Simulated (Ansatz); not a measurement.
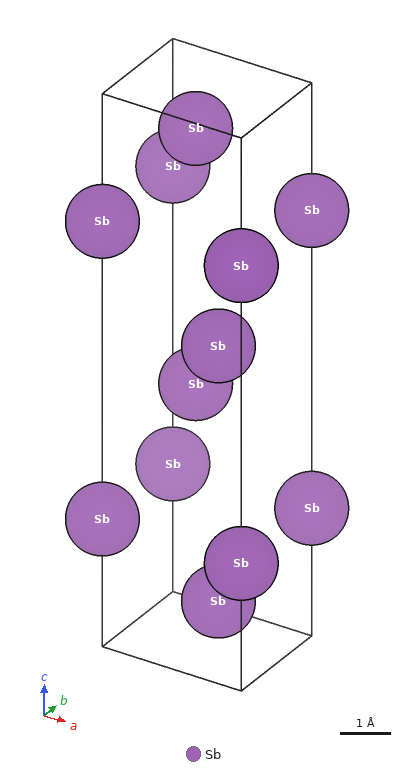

Structure drawing (spheres-only), viewed slightly off an axis. The edges of the conventional unit cell are marked.

> What is the number of atoms per cell?

6 (antimony), counting shared atoms by their share.

> Which Bravais lattice does it have?

Rhombohedral (trigonal R) lattice; the crystal system is trigonal.

> What structure family is shown?

Α-arsenic (A7) type.

Provenance: a structure type known for this element. It was relaxed at fixed volume with DFT r2SCAN, scalar-relativistic, plane waves, PAW in Ansatz 0.2.0.
